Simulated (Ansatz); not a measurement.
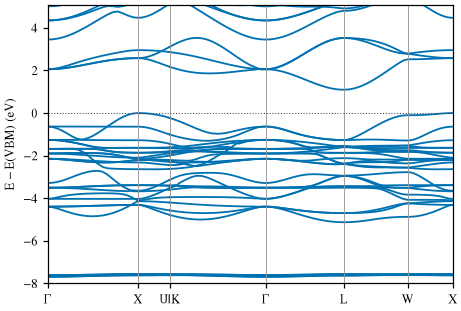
Band structure from PBEsol (plane waves, PAW; program Ansatz)

Question: Read off the gap and where the band edges lie.

Answer: About 1.1 eV (1.10 eV by a search for the band edges); maximum at X, minimum at L.

Question: Which compound is it?
A) GaN, zinc blende
B) CaSe, rock salt
C) Cs2AgBiBr6, Fm-3m (Bi on 4a, Ag on 4b, Cs on 8c, Br on 24e)
D) AgBr, rock salt

Answer: C, Cs2AgBiBr6, Fm-3m (Bi on 4a, Ag on 4b, Cs on 8c, Br on 24e)

Symmetry was held in the PBEsol relaxation; phonons show weakly imaginary modes. The run is not spin-polarised. Scalar-relativistic: spin–orbit coupling is off unless named, which matters more the heavier the elements.

Potentials: the later of the program's two PAW sets.
